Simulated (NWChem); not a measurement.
# C2H8N2 (1,1-dimethylhydrazine) at 4 levels

Wanted: a comparison of 4 runs (HF/STO-3G, HF/3-21G, M06-2X/6-31G*, B3LYP/6-31G*) of C2H8N2 (1,1-dimethylhydrazine). 

The results are computed with NWChem 7.3.0.

2 further runs of the same task are left out: 2 set aside as unsound or not needed.

## (1) The molecule

The species is C2H8N2 (12 atoms), meant as a singlet with charge 0. SMILES: `CN(C)N`. The shape is that of a PBE0-D4/def2-TZVP optimisation. This is a higher conformer, about 14 kJ/mol above the lowest found by a separate search.

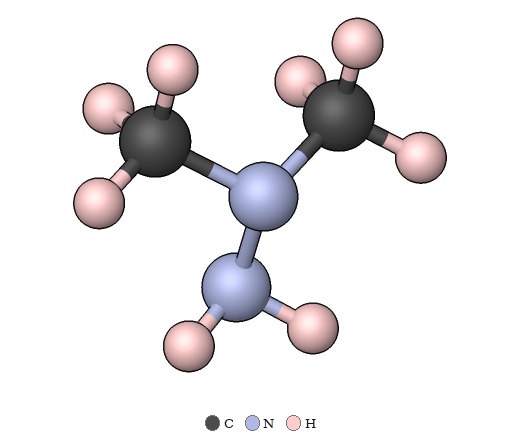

The structure, seen from a chosen angle (carbon dark grey, nitrogen light blue, hydrogen pink).

## (2) Energy and gradient at HF/STO-3G (run 1)

The input, work.nw:

```
start work
memory stack 880 mb heap 220 mb global 1100 mb

geometry units atomic noautosym nocenter noautoz
  C  -1.03878245  1.93899128 -1.11578879
  N   0.48072743 -0.28931707 -0.69284919
  C   1.78843680 -0.10986868  1.69710634
  N  -1.24999714 -2.40775675 -0.49644995
  H  -2.00059636  1.79567446 -2.93895876
  H  -2.47652388  2.21173546  0.36717379
  H   0.19581342  3.58927021 -1.17945366
  H   3.04351731  1.52555700  1.65243322
  H   2.95014594 -1.79365245  1.98802968
  H   0.47810071  0.07163952  3.30660498
  H  -2.04400337 -2.57080232 -2.24015694
  H  -0.12683842 -3.96145177 -0.34767181
end

basis spherical bse
  C library STO-3G
  N library STO-3G
  H library STO-3G
end

scf
  nopen 0
  rhf
  thresh 1e-08
  maxiter 80
  noprint "final vectors analysis"
end

task scf gradient
```

Started as:

```
nwchem work.nw > work.out
```

Standard output:

```text
[...]
  functions       =    28
[...]
  wavefunction    = RHF
[...]
         Total SCF energy =   -186.905242517082
      One-electron energy =   -530.532142329356
      Two-electron energy =    204.021021610322
 Nuclear repulsion energy =    139.605878201952
        Time for solution =      1.2s
[...]
                         RHF ENERGY GRADIENTS
    atom               coordinates                        gradient
                 x          y          z           x          y          z
   1 C      -1.038782   1.938991  -1.115789    0.026703  -0.035773   0.004455
   2 N       0.480727  -0.289317  -0.692849   -0.019121   0.016742   0.031408
   3 C       1.788437  -0.109869   1.697106   -0.018628  -0.002849  -0.040585
   4 N      -1.249997  -2.407757  -0.496450    0.024546   0.003268  -0.022479
   5 H      -2.000596   1.795674  -2.938959   -0.001302   0.000392  -0.003469
   6 H      -2.476524   2.211735   0.367174   -0.005496  -0.001145   0.006544
   7 H       0.195813   3.589270  -1.179454    0.002524   0.001073  -0.000927
   8 H       3.043517   1.525557   1.652433    0.001865   0.001566  -0.001586
   9 H       2.950146  -1.793652   1.988030    0.002673  -0.002506   0.000507
  10 H       0.478101   0.071640   3.306605   -0.006940  -0.000086   0.005081
  11 H      -2.044003  -2.570802  -2.240157    0.007434   0.001787   0.021246
[...]
```

Wall time 1.9 s (1 thread of Intel Xeon 6975P-C (Granite Rapids), shared host); peak memory 0.1 GiB.

## (3) Energy and forces at HF/3-21G (run 2)

The input, m1.xyz:

```xyz
12
C2H8N2 gradient
C     -0.549700     1.026070    -0.590450
N      0.254390    -0.153100    -0.366640
C      0.946400    -0.058140     0.898070
N     -0.661470    -1.274130    -0.262710
H     -1.058670     0.950230    -1.555230
H     -1.310520     1.170400     0.194300
H      0.103620     1.899360    -0.624140
H      1.610560     0.807290     0.874430
H      1.561150    -0.949160     1.052020
H      0.253000     0.037910     1.749780
H     -1.081640    -1.360410    -1.185440
H     -0.067120    -2.096310    -0.183980
```

The input, m1.nw:

```
start m1
title "C2H8N2 gradient"
memory stack 880 mb heap 220 mb global 1100 mb

geometry noautosym nocenter noautoz
  load m1.xyz
end

basis spherical bse
  * library 3-21G
end

scf
  singlet
  rhf
  thresh 1e-08
  maxiter 80
  print low
end

task scf gradient
```

Started as:

```
nwchem m1.nw > m1.out
```

Standard output:

```text
[...]
  functions       =    52
[...]
  wavefunction    = RHF
[...]
         Total SCF energy =   -188.173898062530
      One-electron energy =   -530.968060391278
      Two-electron energy =    203.188274069612
 Nuclear repulsion energy =    139.605888259136
        Time for solution =      1.4s
[...]
                         RHF ENERGY GRADIENTS
    atom               coordinates                        gradient
                 x          y          z           x          y          z
   1 C      -1.038782   1.938991  -1.115789    0.013965  -0.021285   0.006389
   2 N       0.480727  -0.289317  -0.692849   -0.012197  -0.009674   0.005201
   3 C       1.788437  -0.109869   1.697106   -0.014424  -0.000632  -0.021826
   4 N      -1.249997  -2.407757  -0.496450    0.010222   0.028541   0.010571
   5 H      -2.000596   1.795674  -2.938959   -0.003029  -0.000467  -0.005917
   6 H      -2.476524   2.211735   0.367174   -0.006687   0.001866   0.006328
   7 H       0.195813   3.589270  -1.179454    0.004221   0.004500  -0.000044
   8 H       3.043517   1.525557   1.652433    0.003489   0.005041  -0.000769
   9 H       2.950146  -1.793652   1.988030    0.003775  -0.005416   0.000860
  10 H       0.478101   0.071640   3.306605   -0.005285   0.000867   0.007718
  11 H      -2.044003  -2.570802  -2.240157    0.002972  -0.001660  -0.004249
[...]
```

It took 2.1 s on 1 thread of Intel Xeon 6975P-C (Granite Rapids), shared host; peak memory 0.1 GiB.

## (4) Energy and gradient at M06-2X/6-31G(d) (spherical functions) (run 3)

The input, c2h8n2.nw:

```
start c2h8n2
memory total 2200 mb
geometry units angstrom noautosym nocenter noautoz
   C    -0.549700    1.026070   -0.590450
   N     0.254390   -0.153100   -0.366640
   C     0.946400   -0.058140    0.898070
   N    -0.661470   -1.274130   -0.262710
   H    -1.058670    0.950230   -1.555230
   H    -1.310520    1.170400    0.194300
   H     0.103620    1.899360   -0.624140
   H     1.610560    0.807290    0.874430
   H     1.561150   -0.949160    1.052020
   H     0.253000    0.037910    1.749780
   H    -1.081640   -1.360410   -1.185440
   H    -0.067120   -2.096310   -0.183980
end
basis spherical bse
   * library 6-31G*
end
dft
   xc m06-2x
   grid xfine
   convergence energy 1e-08
   iterations 100
   mulliken
end
task dft gradient
```

Started as:

```
nwchem c2h8n2.nw > c2h8n2.out
```

Standard output:

```text
[...]
          Wavefunction type:  closed shell.
          No. of atoms     :    12
          No. of electrons :    34
[...]
          Charge           :     0
          Spin multiplicity:     1
[...]
          AO basis - number of functions:    72
[...]
              XC Information
              --------------
                       M06-2X Method XC Functional
                     Hartree-Fock (Exact) Exchange  0.540
                        M06-2X Exchange Functional  1.000
                      M06-2X Correlation Potential  1.000
[...]
 d= 0,ls=0.0,diis     1   -190.3388449410 -3.30D+02  6.08D-03  2.67D-01     4.6
[...]
 d= 0,ls=0.0,diis    10   -190.3753966786 -8.61D-10  6.94D-07  7.02D-10    44.5
         Total DFT energy =     -190.375396678585
      One electron energy =     -532.777223516750
           Coulomb energy =      230.387711029263
    Exchange-Corr. energy =      -27.591772450234
 Nuclear repulsion energy =      139.605888259136
[...]
      Total Density - Mulliken Population Analysis
     ---------------------------------------------
    Atom       Charge   Shell Charges
 -----------   ------   -------------------------------------------------------
    1 C    6     6.32   2.00  0.67  2.09  0.59  0.93  0.05
    2 N    7     7.32   2.00  0.77  2.42  0.84  1.24  0.05
    3 C    6     6.32   2.00  0.67  2.09  0.59  0.93  0.05
    4 N    7     7.62   2.00  0.79  2.42  0.88  1.47  0.05
    5 H    1     0.84   0.53  0.32
    6 H    1     0.85   0.52  0.33
    7 H    1     0.83   0.53  0.31
    8 H    1     0.83   0.53  0.31
    9 H    1     0.84   0.53  0.32
   10 H    1     0.85   0.52  0.33
[...]
  wavefunction    = closed shell
                         DFT ENERGY GRADIENTS
    atom               coordinates                        gradient
                 x          y          z           x          y          z
   1 C      -1.038782   1.938991  -1.115789    0.002950  -0.003296  -0.001115
   2 N       0.480727  -0.289317  -0.692849   -0.004566   0.002576   0.006484
   3 C       1.788437  -0.109869   1.697106   -0.000391  -0.000830  -0.004416
   4 N      -1.249997  -2.407757  -0.496450    0.005227  -0.000821  -0.005907
   5 H      -2.000596   1.795674  -2.938959    0.000452   0.000428   0.001122
   6 H      -2.476524   2.211735   0.367174    0.000404   0.000205  -0.000497
   7 H       0.195813   3.589270  -1.179454   -0.000923  -0.000883   0.000112
   8 H       3.043517   1.525557   1.652433   -0.000794  -0.000966   0.000251
   9 H       2.950146  -1.793652   1.988030   -0.000561   0.001152   0.000116
  10 H       0.478101   0.071640   3.306605    0.000607   0.000067  -0.000300
  11 H      -2.044003  -2.570802  -2.240157    0.000321   0.000080   0.003587
[...]
```

Wall time 55 s (1 thread of Intel Xeon 6975P-C (Granite Rapids), shared host); peak memory 0.15 GiB.

## (5) Energy and gradient at B3LYP/6-31G(d) (Cartesian functions) (run 4)

The input, c2h8n2.xyz:

```xyz
12
C2H8N2
C     -0.549700     1.026070    -0.590450
N      0.254390    -0.153100    -0.366640
C      0.946400    -0.058140     0.898070
N     -0.661470    -1.274130    -0.262710
H     -1.058670     0.950230    -1.555230
H     -1.310520     1.170400     0.194300
H      0.103620     1.899360    -0.624140
H      1.610560     0.807290     0.874430
H      1.561150    -0.949160     1.052020
H      0.253000     0.037910     1.749780
H     -1.081640    -1.360410    -1.185440
H     -0.067120    -2.096310    -0.183980
```

The input, c2h8n2.nw:

```
START c2h8n2
TITLE "C2H8N2"
memory stack 880 mb heap 220 mb global 1100 mb
GEOMETRY noautosym nocenter noautoz
  load c2h8n2.xyz
END
BASIS
  * library 6-31G*
END
DFT
  xc b3lyp
  grid xfine
  convergence energy 1e-08
  iterations 100
  mulliken
END
TASK dft gradient
```

Started as:

```
nwchem c2h8n2.nw > c2h8n2.out
```

Standard output (excerpt; [...] marks lines left out):

```text
[...]
          Wavefunction type:  closed shell.
          No. of atoms     :    12
          No. of electrons :    34
[...]
          Charge           :     0
          Spin multiplicity:     1
[...]
          AO basis - number of functions:    76
[...]
              XC Information
              --------------
                         B3LYP Method XC Potential
                     Hartree-Fock (Exact) Exchange  0.200
                        Slater Exchange Functional  0.800 local
                    Becke 1988 Exchange Functional  0.720 non-local
              Lee-Yang-Parr Correlation Functional  0.810
                  VWN I RPA Correlation Functional  0.190 local
[...]
 d= 0,ls=0.0,diis     1   -190.4299739154 -3.30D+02  8.00D-03  4.95D-01     3.7
[...]
 d= 0,ls=0.0,diis    10   -190.4770006069 -1.28D-10  1.46D-07  1.82D-10    33.5
         Total DFT energy =     -190.477000606854
      One electron energy =     -532.918397891317
           Coulomb energy =      230.514601281412
    Exchange-Corr. energy =      -27.679092256085
 Nuclear repulsion energy =      139.605888259136
[...]
      Total Density - Mulliken Population Analysis
     ---------------------------------------------
[...]
  wavefunction    = closed shell
                         DFT ENERGY GRADIENTS
    atom               coordinates                        gradient
                 x          y          z           x          y          z
   1 C      -1.038782   1.938991  -1.115789    0.003294  -0.004705  -0.000008
   2 N       0.480727  -0.289317  -0.692849   -0.008799  -0.001437   0.007823
   3 C       1.788437  -0.109869   1.697106   -0.002009  -0.000815  -0.005267
   4 N      -1.249997  -2.407757  -0.496450    0.010272   0.005150  -0.006631
   5 H      -2.000596   1.795674  -2.938959    0.001201  -0.000008   0.002109
   6 H      -2.476524   2.211735   0.367174    0.001855  -0.000925  -0.000923
   7 H       0.195813   3.589270  -1.179454   -0.001134  -0.001876   0.000272
   8 H       3.043517   1.525557   1.652433   -0.001537  -0.001575  -0.000116
   9 H       2.950146  -1.793652   1.988030   -0.001439   0.001894  -0.000516
  10 H       0.478101   0.071640   3.306605    0.000590   0.000001  -0.002186
  11 H      -2.044003  -2.570802  -2.240157    0.000860   0.000692   0.004710
[...]
```

It took 39 s on 1 thread of Intel Xeon 6975P-C (Granite Rapids), shared host; peak memory 0.16 GiB.

## (6) All runs side by side

```
run                                level  iteration cap  module  energy (Eh)  dipole moment (D)  largest force (eV/Å)  wall time
  1                            HF/STO-3G             80     scf  -186.905243               0.36                 2.307      1.9 s
  2                             HF/3-21G             80     scf  -188.173898                  –                 1.651      2.1 s
  3  M06-2X/6-31G* (spherical functions)            100     dft  -190.375397               0.60                 0.429       55 s
  4   B3LYP/6-31G* (Cartesian functions)            100     dft  -190.477001               0.63                 0.682       39 s
```

## (7) Summary of results

| quantity | value |
| --- | --- |
| run 4: total energy | -190.47700 Eh |
| run 4: dipole moment | 0.63 D |
| run 4: HOMO energy | -5.02 eV |
| run 4: LUMO energy | 2.09 eV |
| run 4: HOMO–LUMO gap | 7.11 eV |
| run 4: largest force on an atom | 0.682 eV/Å |

**Reading.** Over runs 1, 3, 4 the dipole moment (its size) runs from 0.36 D (HF/STO-3G) to 0.63 D (B3LYP/6-31G*). The two ends differ in method and basis. Totals of different functionals can't be ranked against each other. In run 1 the basis is minimal, so the values are rough. All runs together took 98 s, the longest 55 s.
